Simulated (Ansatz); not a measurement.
**Run report: C₃H₆Si, molecular dynamics (part 2 of 2)**

C₃H₆Si, SMILES C1=C[SiH2]C1; RKS PBE/def2-SVP (Ansatz 0.2.0). The geometry comes from this level: PBE0-D4/def2-TZVP.

Geometry of the input (Å):
```
C  -0.7437  0.7956  -0.2679
C  -1.1116  -0.4824  -0.4578
Si 0.5322  -1.0606  0.1695
C  0.6665  0.8279  0.2892
H  -1.3408  1.6861  -0.4718
H  -2.0594  -0.8344  -0.8437
H  1.4438  -1.7473  -0.7886
H  0.5630  -1.8266  1.4473
H  0.7416  1.2661  1.2875
H  1.3913  1.3244  -0.3606
```

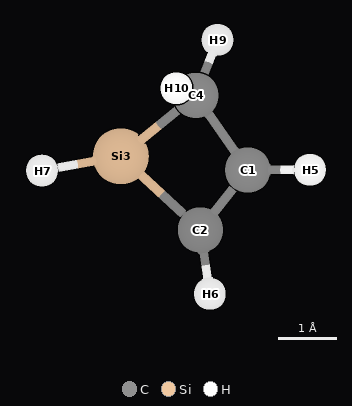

Figure 1. The geometry at step 29 of the log (ball-and-stick view, seen at a tilt; atoms are numbered from 1 in the order of the input).

## Trajectory as extended XYZ, continued
```
10
Properties=species:S:1:pos:R:3:forces:R:3 step=8 time_fs=4.0 energy=-11071.34317 temperature=350.8
C    -0.7622    0.7998   -0.2507   -0.4089   1.5845   0.1129
C    -1.1214   -0.4785   -0.4737   -0.3750  -1.2575  -0.5967
Si    0.5444   -1.0459    0.1751   -0.1806  -1.4972  -0.7890
C     0.6535    0.7823    0.2769    2.0651   3.2999   1.7186
H    -1.3661    1.7457   -0.4222    0.3801  -0.6457   0.0807
H    -2.0221   -0.9292   -0.9512    0.2073   0.4852   0.3336
H     1.4268   -1.8466   -0.7816   -0.0403   0.2605   0.2183
H     0.4572   -1.7917    1.4392    0.1307  -0.3143   0.6284
H     0.9717    1.3695    1.2764   -1.2965  -1.3142  -1.1503
H     1.4252    1.3556   -0.3164   -0.4819  -0.6012  -0.5565
10
Properties=species:S:1:pos:R:3:forces:R:3 step=11 time_fs=5.5 energy=-11071.29078 temperature=299.7
C    -0.7701    0.8064   -0.2439   -0.2775   0.8424   0.1249
C    -1.1261   -0.4809   -0.4812   -0.0977  -0.8734  -0.5682
Si    0.5488   -1.0420    0.1763   -0.4103  -2.0027  -0.5785
C     0.6540    0.7741    0.2775    2.1514   3.5088   1.2130
H    -1.3651    1.7498   -0.4014    0.2501  -0.4655   0.0353
H    -2.0077   -0.9522   -0.9840    0.2419   0.6075   0.4364
H     1.4210   -1.8770   -0.7739   -0.0709   0.3608   0.3069
H     0.4217   -1.7918    1.4616    0.1963  -0.0965   0.2692
H     1.0168    1.3651    1.2322   -1.3902  -1.1511  -0.5958
H     1.4272    1.3514   -0.3216   -0.5931  -0.7302  -0.6433
10
Properties=species:S:1:pos:R:3:forces:R:3 step=13 time_fs=6.5 energy=-11071.30638 temperature=314.0
C    -0.7756    0.8117   -0.2392   -0.0430   0.0580   0.1465
C    -1.1293   -0.4835   -0.4868    0.2775  -0.4191  -0.4134
Si    0.5516   -1.0403    0.1768   -0.6142  -2.2239  -0.3601
C     0.6565    0.7722    0.2792    1.8097   3.1642   0.5638
H    -1.3612    1.7468   -0.3870    0.0385  -0.1509  -0.0224
H    -1.9952   -0.9604   -1.0007    0.0868   0.5724   0.3956
H     1.4163   -1.8932   -0.7653   -0.0520   0.3850   0.3180
H     0.4004   -1.7934    1.4803    0.2479   0.0648  -0.0074
H     1.0304    1.3482    1.1949   -1.2290  -0.7593   0.1244
H     1.4216    1.3399   -0.3327   -0.5222  -0.6912  -0.7450
10
Properties=species:S:1:pos:R:3:forces:R:3 step=16 time_fs=8.0 energy=-11071.29784 temperature=305.5
C    -0.7840    0.8195   -0.2320    0.3972  -1.2024   0.1788
C    -1.1336   -0.4878   -0.4958    0.9862   0.3942  -0.0363
Si    0.5553   -1.0391    0.1773   -0.9633  -2.3212  -0.0163
C     0.6627    0.7738    0.2824    0.7714   1.9822  -0.9344
H    -1.3554    1.7407   -0.3661   -0.3316   0.4013  -0.1101
H    -1.9758   -0.9628   -1.0191   -0.3213   0.3826   0.1993
H     1.4085   -1.9105   -0.7467    0.0336   0.3508   0.2604
H     0.3729   -1.7941    1.5075    0.3188   0.2609  -0.3574
H     1.0300    1.3113    1.1444   -0.6079   0.2473   1.6836
H     1.4044    1.3108   -0.3630   -0.2829  -0.4957  -0.8675
10
Properties=species:S:1:pos:R:3:forces:R:3 step=18 time_fs=9.0 energy=-11071.26861 temperature=278.6
C    -0.7892    0.8236   -0.2270    0.6086  -1.8102   0.1749
C    -1.1356   -0.4904   -0.5018    1.4104   0.8876   0.2268
Si    0.5574   -1.0394    0.1777   -1.1991  -2.2419   0.1897
C     0.6678    0.7770    0.2838    0.0237   1.1221  -1.9159
H    -1.3551    1.7406   -0.3534   -0.4810   0.6106  -0.1380
H    -1.9661   -0.9596   -1.0287   -0.5920   0.2317   0.0450
H     1.4036   -1.9178   -0.7312    0.1222   0.2843   0.1786
H     0.3584   -1.7917    1.5218    0.3520   0.3403  -0.5097
H     1.0215    1.2882    1.1286   -0.1272   0.9032   2.5871
H     1.3891    1.2852   -0.3933   -0.1175  -0.3278  -0.8384
10
Properties=species:S:1:pos:R:3:forces:R:3 step=21 time_fs=10.5 energy=-11071.34506 temperature=352.0
C    -0.7961    0.8271   -0.2192    0.6300  -2.0282   0.1028
C    -1.1364   -0.4929   -0.5105    1.6894   1.3271   0.4493
Si    0.5598   -1.0411    0.1783   -1.5091  -1.9670   0.4217
C     0.6753    0.7834    0.2829   -0.4118   0.7194  -2.0160
H    -1.3629    1.7510   -0.3367   -0.3990   0.4266  -0.1073
H    -1.9625   -0.9509   -1.0426   -0.7430   0.1177  -0.0546
H     1.3987   -1.9240   -0.7049    0.2792   0.1398   0.0159
H     0.3429   -1.7820    1.5339    0.3703   0.3713  -0.5914
H     1.0071    1.2700    1.1509    0.0696   0.9899   2.2953
H     1.3645    1.2413   -0.4532    0.0245  -0.0966  -0.5156
10
Properties=species:S:1:pos:R:3:forces:R:3 step=24 time_fs=12.0 energy=-11071.47652 temperature=477.2
C    -0.8018    0.8270   -0.2113    0.4202  -1.5599  -0.0044
C    -1.1343   -0.4930   -0.5185    1.4162   1.3212   0.3655
Si    0.5610   -1.0444    0.1793   -1.7026  -1.5597   0.5020
C     0.6822    0.7912    0.2785   -0.1774   1.1668  -0.6342
H    -1.3790    1.7700   -0.3222   -0.0597  -0.1770  -0.0259
H    -1.9743   -0.9393   -1.0572   -0.4657   0.2026   0.0948
H     1.3998   -1.9272   -0.6784    0.4192  -0.0100  -0.1445
H     0.3353   -1.7644    1.5336    0.3450   0.2980  -0.4900
H     0.9932    1.2717    1.2197   -0.2300   0.2242   0.2632
H     1.3401    1.1954   -0.5238    0.0348   0.0939   0.0736
10
Properties=species:S:1:pos:R:3:forces:R:3 step=26 time_fs=13.0 energy=-11071.46379 temperature=465.5
C    -0.8052    0.8253   -0.2060    0.3085  -1.1191  -0.0558
C    -1.1314   -0.4918   -0.5234    1.0387   1.1466   0.2035
Si    0.5611   -1.0473    0.1802   -1.7343  -1.2389   0.4344
C     0.6866    0.7976    0.2749   -0.0833   1.3416   0.1852
H    -1.3909    1.7814   -0.3129    0.1625  -0.5708   0.0236
H    -1.9881   -0.9293   -1.0660   -0.1393   0.3096   0.2716
H     1.4054   -1.9292   -0.6622    0.4720  -0.0788  -0.2175
H     0.3343   -1.7491    1.5275    0.3034   0.1953  -0.3226
H     0.9817    1.2767    1.2717   -0.3455  -0.2000  -1.0181
H     1.3243    1.1656   -0.5708    0.0172   0.2145   0.4959
10
Properties=species:S:1:pos:R:3:forces:R:3 step=29 time_fs=14.5 energy=-11071.35092 temperature=357.8
C    -0.8099    0.8212   -0.1981    0.3296  -0.5683  -0.0788
C    -1.1255   -0.4882   -0.5305    0.4655   0.8061  -0.0249
Si    0.5601   -1.0524    0.1817   -1.6159  -0.7382   0.1249
C     0.6930    0.8091    0.2697   -0.2407   1.1384   0.7437
H    -1.4055    1.7876   -0.2986    0.3354  -0.8912   0.0646
H    -2.0103   -0.9085   -1.0739    0.3042   0.4087   0.4871
H     1.4222   -1.9337   -0.6418    0.4539  -0.0971  -0.2405
H     0.3382   -1.7229    1.5131    0.2102  -0.0198   0.0515
H     0.9584    1.2800    1.3293   -0.2750  -0.4448  -2.1234
H     1.3009    1.1251   -0.6314    0.0327   0.4062   0.9959
10
Properties=species:S:1:pos:R:3:forces:R:3 step=32 time_fs=16.0 energy=-11071.30053 temperature=309.4
C    -0.8139    0.8160   -0.1904    0.6117  -0.3116  -0.0469
C    -1.1188   -0.4832   -0.5376    0.1171   0.4981  -0.1055
Si    0.5578   -1.0580    0.1833   -1.3319  -0.2905  -0.3542
C     0.6990    0.8226    0.2658   -0.6773   0.5165   0.6862
H    -1.4133    1.7752   -0.2829    0.2555  -0.7865   0.0638
H    -2.0265   -0.8791   -1.0716    0.4832   0.3500   0.5228
H     1.4485   -1.9401   -0.6265    0.3149  -0.0128  -0.1608
H     0.3466   -1.6973    1.5000    0.1020  -0.2523   0.4746
H     0.9295    1.2744    1.3426   -0.0210  -0.3179  -2.2820
H     1.2784    1.0934   -0.6710    0.1458   0.6071   1.2022
10
Properties=species:S:1:pos:R:3:forces:R:3 step=34 time_fs=17.0 energy=-11071.33182 temperature=339.0
C    -0.8160    0.8122   -0.1853    0.9272  -0.3187  -0.0070
C    -1.1142   -0.4794   -0.5424    0.0625   0.3326  -0.0568
Si    0.5557   -1.0619    0.1843   -1.0939  -0.0607  -0.6557
C     0.7023    0.8322    0.2639   -1.0801  -0.0718   0.3407
H    -1.4153    1.7574   -0.2717    0.0671  -0.4907   0.0461
H    -2.0317   -0.8553   -1.0639    0.4116   0.2208   0.4309
H     1.4701   -1.9447   -0.6183    0.1753   0.0774  -0.0730
H     0.3536   -1.6829    1.4964    0.0395  -0.3694   0.6894
H     0.9097    1.2667    1.3244    0.2135  -0.0523  -1.8573
H     1.2649    1.0793   -0.6833    0.2773   0.7329   1.1427
10
Properties=species:S:1:pos:R:3:forces:R:3 step=37 time_fs=18.5 energy=-11071.37987 temperature=384.3
C    -0.8176    0.8060   -0.1776    1.4903  -0.4597   0.0587
C    -1.1072   -0.4731   -0.5498    0.2111   0.1153   0.1289
Si    0.5519   -1.0678    0.1853   -0.7332   0.1467  -0.8824
C     0.7056    0.8462    0.2613   -1.8031  -1.2155  -0.8041
H    -1.4179    1.7233   -0.2541   -0.3300   0.1411   0.0141
H    -2.0329   -0.8161   -1.0451    0.0626  -0.0601   0.1652
H     1.5050   -1.9498   -0.6070   -0.0540   0.2143   0.0632
H     0.3646   -1.6680    1.5034   -0.0174  -0.4227   0.7639
H     0.8845    1.2556    1.2669    0.6432   0.6559  -0.2781
H     1.2503    1.0716   -0.6820    0.5303   0.8847   0.7708
10
Properties=species:S:1:pos:R:3:forces:R:3 step=39 time_fs=19.5 energy=-11071.35223 temperature=358.3
C    -0.8173    0.8014   -0.1725    1.7985  -0.4481   0.0891
C    -1.1023   -0.4688   -0.5545    0.3655  -0.0545   0.2631
Si    0.5491   -1.0717    0.1856   -0.5126   0.2003  -0.8250
C     0.7060    0.8545    0.2590   -2.2761  -2.0604  -1.8415
H    -1.4231    1.7013   -0.2422   -0.5508   0.4974   0.0061
H    -2.0324   -0.7904   -1.0302   -0.2306  -0.2527  -0.0320
H     1.5280   -1.9509   -0.5989   -0.1922   0.2822   0.1336
H     0.3719   -1.6631    1.5172   -0.0295  -0.3678   0.6190
H     0.8749    1.2551    1.2230    0.9281   1.2575   1.1950
H     1.2465    1.0768   -0.6714    0.6996   0.9463   0.3925
10
Properties=species:S:1:pos:R:3:forces:R:3 step=42 time_fs=21.0 energy=-11071.34546 temperature=353.5
C    -0.8140    0.7939   -0.1646    1.8911   0.0598   0.0852
C    -1.0944   -0.4625   -0.5613    0.4025  -0.4303   0.3346
Si    0.5445   -1.0774    0.1855   -0.2190   0.2070  -0.4860
C     0.7032    0.8638    0.2525   -2.5485  -2.7090  -2.2938
H    -1.4408    1.6775   -0.2241   -0.5722   0.5916   0.0338
H    -2.0364   -0.7567   -1.0089   -0.4821  -0.4440  -0.2096
H     1.5588   -1.9473   -0.5843   -0.3428   0.3235   0.1859
H     0.3822   -1.6619    1.5480   -0.0268  -0.1966   0.1982
H     0.8775    1.2779    1.1815    1.0633   1.6564   2.2902
H     1.2537    1.1016   -0.6496    0.8345   0.9417  -0.1386
10
Properties=species:S:1:pos:R:3:forces:R:3 step=45 time_fs=22.5 energy=-11071.50980 temperature=509.7
C    -0.8075    0.7866   -0.1566    1.4445   1.0626   0.0117
C    -1.0858   -0.4570   -0.5675    0.0056  -0.9282   0.1881
Si    0.5397   -1.0829    0.1851    0.0272   0.2050  -0.0268
C     0.6959    0.8683    0.2423   -1.7948  -1.8764  -0.5865
H    -1.4701    1.6655   -0.2052   -0.1837   0.1704   0.0900
H    -2.0501   -0.7322   -0.9916   -0.2894  -0.4630  -0.1632
H     1.5822   -1.9369   -0.5658   -0.4016   0.2830   0.1656
H     0.3919   -1.6650    1.5830   -0.0249  -0.0043  -0.2739
H     0.9019    1.3342    1.1846    0.5927   0.8076   0.8490
H     1.2783    1.1464   -0.6301    0.6244   0.7432  -0.2539
10
Properties=species:S:1:pos:R:3:forces:R:3 step=47 time_fs=23.5 energy=-11071.56429 temperature=561.9
C    -0.8016    0.7827   -0.1512    0.9556   1.7053  -0.0720
C    -1.0800   -0.4541   -0.5714   -0.4115  -1.2263   0.0395
Si    0.5365   -1.0865    0.1848    0.1549   0.2369   0.2580
C     0.6892    0.8693    0.2346   -0.8347  -0.8858   0.6008
H    -1.4924    1.6603   -0.1917    0.1625  -0.1755   0.1213
H    -2.0629   -0.7215   -0.9822    0.0211  -0.4096  -0.0561
H     1.5932   -1.9266   -0.5515   -0.3838   0.2137   0.1132
H     0.3981   -1.6673    1.6038   -0.0323   0.0998  -0.5292
H     0.9260    1.3828    1.1993    0.1166  -0.0321  -0.4318
H     1.3025    1.1854   -0.6200    0.2517   0.4735  -0.0436
10
Properties=species:S:1:pos:R:3:forces:R:3 step=50 time_fs=25.0 energy=-11071.47276 temperature=474.9
C    -0.7914    0.7795   -0.1433    0.1629   2.2034  -0.2551
C    -1.0721   -0.4518   -0.5772   -0.9413  -1.4364  -0.0902
Si    0.5318   -1.0917    0.1845    0.2721   0.3704   0.5739
C     0.6781    0.8698    0.2242    0.7281   0.4412   1.4477
H    -1.5221    1.6485   -0.1691    0.5680  -0.4871   0.1421
H    -2.0809   -0.7125   -0.9687    0.4717  -0.3159   0.0857
H     1.6029   -1.9075   -0.5282   -0.2759   0.0598  -0.0123
H     0.4068   -1.6689    1.6249   -0.0576   0.1955  -0.7570
H     0.9630    1.4530    1.2114   -0.4852  -0.9739  -1.5101
H     1.3418    1.2513   -0.6046   -0.4428  -0.0570   0.3753
```

## Key numbers

```json
{"quantity": "outcome", "value": "finished"}
{"quantity": "mean temperature over the second half", "value": "409 K"}
{"quantity": "trajectory", "value": "50 steps, 25 fs"}
{"quantity": "ensemble", "value": "nve"}
{"quantity": "temperature in the input", "value": "700 K"}
{"quantity": "time step", "value": "0.5 fs"}
{"quantity": "potential energy (last step)", "value": "−11071.4728 eV"}
{"quantity": "SCF solution under orbital rotations (last step)", "value": "stable"}
{"quantity": "largest force (length of the vector) (last step)", "value": "2.224 eV/Å"}
{"quantity": "dipole moment (last step)", "value": "0.53 D"}
{"quantity": "wall time", "value": "63 s (CPU time 2 min)"}
{"quantity": "peak memory", "value": "0.4 GiB"}
```

## Notes

So short a trajectory is not equilibrated.
